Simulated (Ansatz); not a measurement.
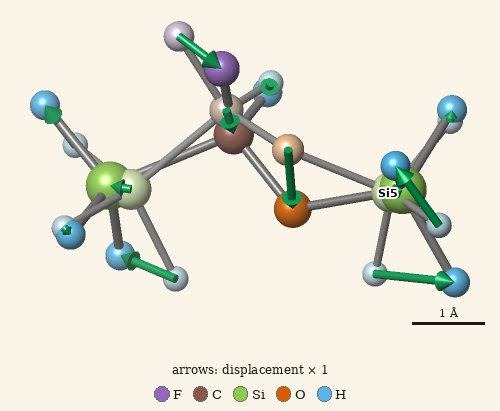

This is a relaxation of CH₇FOSi₂ (coarse preliminary run). The starting structure is drawn faded, the final one solid; green arrows show the displacements, at their true length. The two geometries are superimposed by the best rigid fit.

Style: ball-and-stick. Shown at a tilt.

The start comes from a force field.

Computed with RKS PBE-D4/def2-SVP in Ansatz. (force threshold 0.03 eV/Å; at most 200 steps)

Q: Describe the change and its energy.

A: The energy falls by 0.643 eV in 17 accepted moves (18 points after the start). Largest force component: 2.8 eV/Å at the start, 0.022 eV/Å at the end. The line search rejected the trial step at point 3 of the run. An H atom moves most after the best rigid fit: 1.40 Å. Largest moves by element: H 1.40 Å, O 1.26 Å, F 0.80 Å, C 0.46 Å, Si 0.31 Å. Among the contacts that change: O–Si 1.611 → 1.705 Å, C–F 1.325 → 1.408 Å, C–O 1.472 → 1.390 Å, C–Si 1.864 → 1.929 Å. Bond angles that change, for instance: Si–C–O 117.4° → 108.8°, H–Si–H 105.0° → 110.5°, C–Si–H 113.5° → 109.2°. Groups turn about O–Si by about 100°, C–O by about 90°. The run took 27 s on 4 threads of Arm Neoverse V1, with other jobs on the host.
